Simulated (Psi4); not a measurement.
**A workflow on NiF2 (SMILES [F][Ni][F])**

We compute a structure relaxation (UBP86/3-21G), then the harmonic vibrations, then a single-point energy (UMP2/def2-TZVPP) of NiF2. 

Program for the calculation: Psi4 1.11.

**1. Starting point**

NiF2 has 3 atoms, charge 0, and is taken as a triplet. SMILES: `[F][Ni][F]`. The shape comes from GFN2-xTB, which is rough for such elements, and wasn't checked as a minimum. The run starts from this shape.

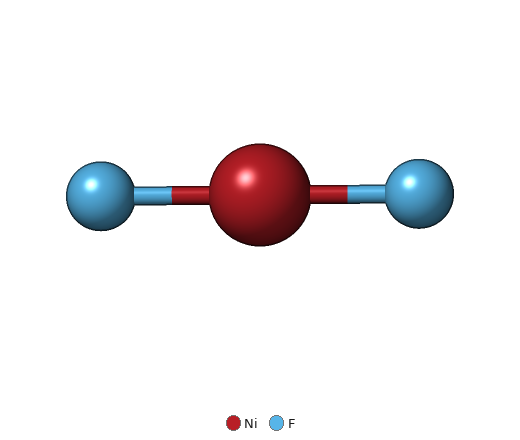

The structure, seen from a chosen angle (nickel red, fluorine blue).

**2. A geometry optimisation at UBP86/3-21G (density fitting) (run 1)**

Input file calc.in:

```
memory 1600 mb

molecule geom {
  0 3
  Ni    -0.000240    -0.000140    -0.000300
  F     -0.016850    -0.020920     1.676500
  F      0.017090     0.021060    -1.676210
}

set {
  basis 3-21G
  reference uks
  geom_maxiter 60
}

E, wfn = opt("bp86", return_wfn=True)
```

Command:

```console
$ psi4 -i calc.in -o calc.out -n 1
```

calc.out:

```text
[...]
  Running in cs symmetry.
[...]
  Nuclear repulsion =  171.860767653778055
[...]
  Multiplicity = 3
[...]
  Nalpha       = 24
  Nbeta        = 22
[...]
    Number of basis functions: 47
[...]
   @DF-UKS iter   1: -1695.01555040365497    3.08750e+00   1.22021e-01 ADIIS
[...]
   @DF-UKS iter  10: -1699.88197937228097    0.00000e+00   7.12330e-09 DIIS
[...]
   @S^2 Observed:                2.003683731E+00
[...]
  @DF-UKS Final Energy: -1699.88197937228097
   => Energetics <=
    Nuclear Repulsion Energy =            174.3222953174376926
    One-Electron Energy =               -2711.3409782727021593
    Two-Electron Energy =                 921.3117604760348058
    DFT Exchange-Correlation Energy =     -84.1750568930513907
    Empirical Dispersion Energy =           0.0000000000000000
    VV10 Nonlocal Energy =                  0.0000000000000000
    Total Energy =                      -1699.8819793722809663
[...]
 Multipole Moments:
 ------------------------------------------------------------------------------------
     Multipole            Electronic (a.u.)      Nuclear  (a.u.)        Total (a.u.)
 ------------------------------------------------------------------------------------
 L = 1.  Multiply by 2.5417464519 to convert [e a0] to [Debye]
 Dipole X            :          0.0001917            0.0001437            0.0003354
 Dipole Y            :          0.0000093            0.0000003            0.0000096
 Dipole Z            :          0.0000000            0.0000000            0.0000000
 Magnitude           :                                                    0.0003356
[...]
  -Total Gradient:
     Atom            X                  Y                   Z
    ------   -----------------  -----------------  -----------------
       1        0.000005072486     0.000008225798     0.000000000000
       2       -0.000005342546    -0.000131887347     0.000000000000
       3       -0.000001487517     0.000123676732     0.000000000000
[...]
    Final optimized geometry and variables:
    Molecular point group: cs
    Full point group: Cs
    Geometry (in Angstrom), charge = 0, multiplicity = 3:
    NI           0.000137107130     0.000000294985     0.000000000000
    F            0.024725502251     1.652709535506     0.000000000000
    F           -0.025143608366    -1.652710435057     0.000000000000
    Psi4 run time: 0:00:05.36
[...]
```

The script printed:

```text
Optimizer: Optimization complete!
```

Run time: 6.3 s. Hardware: 1 thread of Intel Xeon 6975P-C (Granite Rapids), shared host; peak memory 0.31 GiB.

The path in brief:

```
step  energy from the first frame kept (eV)  largest force (eV/Å)
   0                                 0.0000                0.8127
   1                                -0.0189                0.0889
   2                                -0.0191                0.0068
```

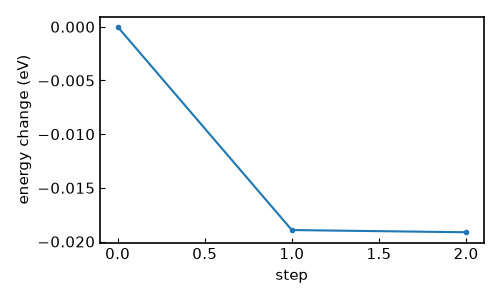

Energy along the run.

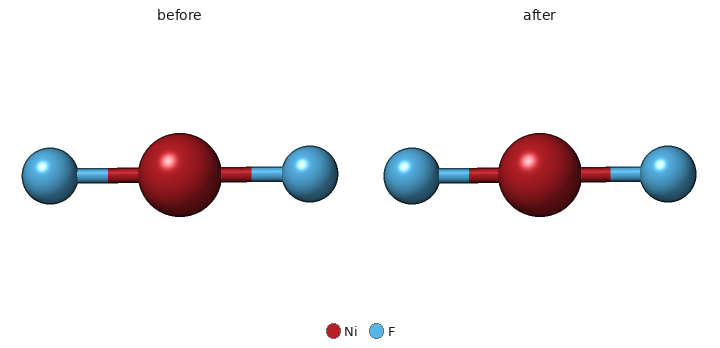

Before and after, at one scale.

After the run. Bond lengths: Ni1–F2 1.653 Å, Ni1–F3 1.653 Å. Angles: F2–Ni1–F3 180.0°.

**3. Vibrational wavenumbers at UBP86/3-21G (density fitting) (run 2)**

Input file f2ni.inp:

```
memory 1600 MB

molecule {
  0 3
  Ni     0.000000     0.000000    -0.000004
  F      0.000000     0.000000    -1.652896
  F      0.000000     0.000000     1.652900
  symmetry c1
}

set basis 3-21G
set reference uks
set t 600.0
set rotational_symmetry_number 2

frequency('bp86')
```

Command:

```console
$ psi4 f2ni.inp f2ni.out -n 1
```

f2ni.out:

```text
[...]
  Running in c1 symmetry.
[...]
  Nuclear repulsion =  174.322306163676984
[...]
  Multiplicity = 3
[...]
  Nalpha       = 24
  Nbeta        = 22
[...]
    Number of basis functions: 47
[...]
   @DF-UKS iter   1: -1695.05657714839504    3.08096e+00   9.58373e-02 ADIIS/DIIS
[...]
   @DF-UKS iter  17: -1699.88197889850176    2.27374e-13   5.71891e-09 DIIS
[...]
   @S^2 Observed:                2.003683711E+00
[...]
  @DF-UKS Final Energy: -1699.88197889850176
   => Energetics <=
    Nuclear Repulsion Energy =            174.3675872975792345
    One-Electron Energy =               -2711.4300880633754787
    Two-Electron Energy =                 921.3557363870799009
    DFT Exchange-Correlation Energy =     -84.1752145197854418
    Empirical Dispersion Energy =           0.0000000000000000
    VV10 Nonlocal Energy =                  0.0000000000000000
    Total Energy =                      -1699.8819788985017567
[...]
 Multipole Moments:
 ------------------------------------------------------------------------------------
     Multipole            Electronic (a.u.)      Nuclear  (a.u.)        Total (a.u.)
 ------------------------------------------------------------------------------------
 L = 1.  Multiply by 2.5417464519 to convert [e a0] to [Debye]
 Dipole X            :          0.0000000            0.0000000            0.0000000
 Dipole Y            :         -0.0000000            0.0000000           -0.0000000
 Dipole Z            :         -0.0000124           -0.0000025           -0.0000149
 Magnitude           :                                                    0.0000149
[...]
  -Total Gradient:
     Atom            X                  Y                   Z
    ------   -----------------  -----------------  -----------------
       1       -0.000000000001     0.000000000000    -0.000008321039
       2       -0.000000000033     0.000000000031     0.000437611742
       3        0.000000000033    -0.000000000031    -0.000429279295
[...]
  ==> Harmonic Vibrational Analysis <==
[...]
  Freq [cm^-1]                 102.8603            102.8610            723.5835
[...]
  IR activ [km/mol]            11.1611             11.1612              0.0000
[...]
  Freq [cm^-1]                 921.3230
[...]
  IR activ [km/mol]            72.4539
[...]
  Total E_0, Enthalpy at 0 [K]                                                        -1699.87776334 [Eh]
[...]
  Total H, Enthalpy at  600.00 [K]                                                    -1699.86653860 [Eh]
[...]
  Total G, Gibbs energy at  600.00 [K]                                                -1699.93624935 [Eh]
[...]
```

The script printed:

```text
Warning: used thermodynamics relations inappropriate for low-frequency modes: ['102.8603' '102.8610']
```

Run time: 27 s. Hardware: 1 thread of Intel Xeon 6975P-C (Granite Rapids), shared host; peak memory 0.35 GiB.

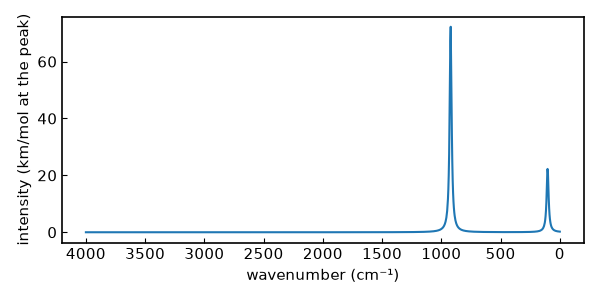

Harmonic infrared spectrum, unscaled, lines broadened by 10 cm⁻¹.

**4. The energy at UMP2/def2-TZVPP (density fitting, density fitting for correlation) (run 3)**

Input file f2ni.in:

```
memory 1600 mb

molecule geom {
  0 3
  Ni    -0.000215    -0.000127    -0.000123
  F     -0.016648    -0.020644     1.652560
  F      0.016813     0.020743    -1.652808
}

set basis def2-TZVPP
set reference uhf
set num_frozen_docc 7

e_tot, wfn = energy("mp2", return_wfn=True)
print_variables()
```

Command:

```console
$ psi4 -n 1 f2ni.in f2ni.out
```

f2ni.out:

```text
[...]
  Running in cs symmetry.
[...]
  Nuclear repulsion =  174.322279150086189
[...]
  Multiplicity = 3
[...]
  Nalpha       = 24
  Nbeta        = 22
[...]
    Number of basis functions: 126
[...]
   @DF-UHF iter   1: -1701.74698665752931    9.90134e-01   4.64459e-02 ADIIS/DIIS
[...]
   @DF-UHF iter  17: -1705.88113098689064   -7.73070e-12   7.55143e-09 DIIS
[...]
   @S^2 Observed:                2.009415879E+00
[...]
    Orbital Energies [Eh]
    ---------------------
    Alpha Occupied:
       1Ap  -305.653130     2Ap   -37.994941     3Ap   -33.040504
       1App  -33.007979     4Ap   -33.007979     5Ap   -26.246110
       6Ap   -26.246105     7Ap    -5.030716     8Ap    -3.501780
       2App   -3.417403     9Ap    -3.417403    10Ap    -1.544256
      11Ap    -1.527147    12Ap    -0.858348     3App   -0.858348
      13Ap    -0.823764    14Ap    -0.751341     4App   -0.751341
      15Ap    -0.631936    16Ap    -0.624904     5App   -0.624904
       6App   -0.591653    17Ap    -0.591653    18Ap    -0.576404
    Alpha Virtual:
      19Ap     0.055955     7App    0.143265    20Ap     0.143265
[...]
  @DF-UHF Final Energy: -1705.88113098689064
   => Energetics <=
    Nuclear Repulsion Energy =            174.3222791500861888
    One-Electron Energy =               -2721.0380353527175430
    Two-Electron Energy =                 840.8346252157407434
    Total Energy =                      -1705.8811309868906392
  UHF NO Occupations:
  HONO-2 :   17 Ap 1.9986998
  HONO-1 :   18 Ap 1.0000000
[...]
 Multipole Moments:
 ------------------------------------------------------------------------------------
     Multipole            Electronic (a.u.)      Nuclear  (a.u.)        Total (a.u.)
 ------------------------------------------------------------------------------------
 L = 1.  Multiply by 2.5417464519 to convert [e a0] to [Debye]
 Dipole X            :          0.0006395            0.0001436            0.0007831
 Dipole Y            :          0.0000116            0.0000004            0.0000121
 Dipole Z            :          0.0000000            0.0000000            0.0000000
 Magnitude           :                                                    0.0007832
[...]
```

Run time: 2.8 s. Hardware: 1 thread of Intel Xeon 6975P-C (Granite Rapids), shared host; peak memory 0.29 GiB.

**5. What came out**

| quantity | value |
| --- | --- |
| run 1, UBP86/3-21G: total energy at the end | -1699.88198 Eh |
| run 1, UBP86/3-21G: dipole moment | 0.00 D |
| run 1, UBP86/3-21G: HOMO energy (highest over α and β) | -4.68 eV |
| run 1, UBP86/3-21G: LUMO energy (lowest over α and β) | -4.31 eV |
| run 1, UBP86/3-21G: ⟨S²⟩ | 2.004 |
| run 2, UBP86/3-21G: lowest harmonic wavenumber | 103 cm⁻¹ |
| run 2, UBP86/3-21G: highest harmonic wavenumber | 921 cm⁻¹ |
| run 2, UBP86/3-21G: zero-point energy | 11.1 kJ/mol |
| run 2, UBP86/3-21G: ideal-gas entropy at 600 K (symmetry number 2 as used) | 72.9 cal/(mol K) |
| run 3, UMP2/def2-TZVPP: total energy | -1707.07300 Eh |
| run 3, UMP2/def2-TZVPP: HOMO energy (Hartree–Fock orbitals) (highest over α and β) | -14.88 eV |
| run 3, UMP2/def2-TZVPP: LUMO energy (Hartree–Fock orbitals) (lowest over α and β) | 1.52 eV |
| run 3, UMP2/def2-TZVPP: correlation energy (7 core orbitals frozen) | -1191.9 mEh |
| run 3, UMP2/def2-TZVPP: ⟨S²⟩ of the reference determinant | 2.009 |

**Reading.** The optimisation (run 1, UBP86/3-21G) took 3 steps and changed the energy by -0.019 eV. All 4 modes (run 2, UBP86/3-21G) are real, so the shape is a minimum at this level.
